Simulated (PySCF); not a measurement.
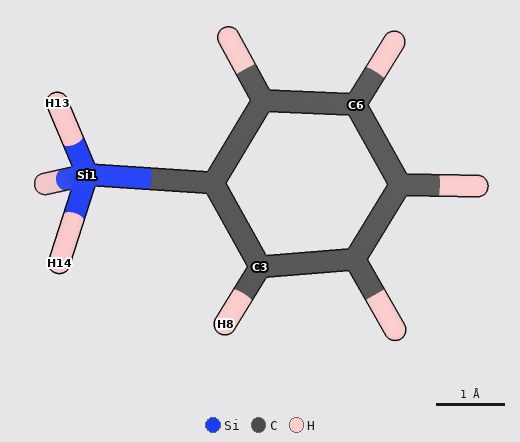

Starting structure of C$_{6}$H$_{8}$Si. The picture is a stick view, seen face on.

The start comes from GFN2-xTB. Its atoms were then displaced at random by about 0.03 Å.

Computed with PBE0-D3(BJ)/def2-SVP geometry optimisation, gas phase (PySCF 2.14.0, density-fitted response routines).

```xyz
15

Si    0.0893   -0.0312   -2.4715
C    -0.0043    0.0096   -0.6040
C    -1.0733    0.6240    0.0954
C    -0.9373    0.6055    1.4931
C    -0.0369   -0.0672    2.1674
C     0.9888   -0.6440    1.4953
C     1.0455   -0.6273    0.1208
H    -1.7565    1.1567   -0.4282
H    -1.8481    1.0953    2.0989
H    -0.0517   -0.0812    3.3092
H     1.7638   -1.1733    2.0660
H     1.8428   -1.0982   -0.3944
H     1.3308    0.0941   -2.9815
H    -0.7269    1.2483   -2.9327
H    -0.6586   -1.1872   -2.9897
```

Where does the relaxation end?

After 9 geometry steps the energy has fallen by 26.0 kcal/mol. C4 moves most after the best rigid fit: 0.11 Å. Largest moves by element: C 0.11 Å, H 0.10 Å, Si 0.10 Å. Among the contacts that change: Si1–H13 1.348 → 1.495 Å, C4–H9 1.199 → 1.093 Å, Si1–H14 1.586 → 1.495 Å, C4–C5 1.311 → 1.394 Å. Bond angles that change, for instance: C4–C3–H8 125.9° → 119.1°, C2–C3–C4 114.4° → 121.0°, H13–Si1–H15 114.1° → 108.0°. The run took 2.3 min on 1 thread of AMD EPYC, on a shared host.

The structure at the end:

```xyz
15

Si    0.0132    0.0299   -2.4753
C     0.0112    0.0193   -0.5968
C    -1.0207    0.6371    0.1259
C    -1.0403    0.6035    1.5193
C    -0.0240   -0.0494    2.2151
C     1.0109   -0.6667    1.5138
C     1.0269   -0.6310    0.1207
H    -1.8225    1.1589   -0.4052
H    -1.8513    1.0922    2.0650
H    -0.0367   -0.0746    3.3076
H     1.8117   -1.1763    2.0554
H     1.8494   -1.1154   -0.4143
H     1.4185    0.0411   -2.9845
H    -0.7109    1.2381   -2.9755
H    -0.6684   -1.1828   -3.0274
```

The end point in the same view:

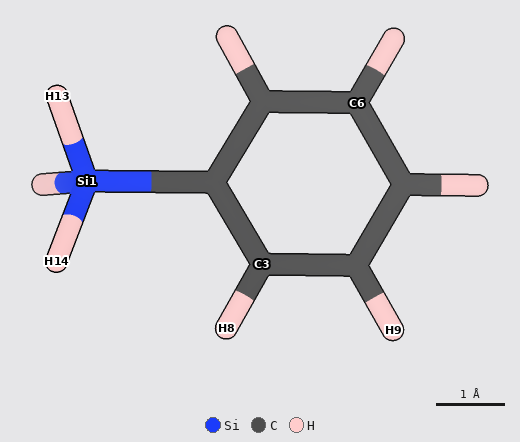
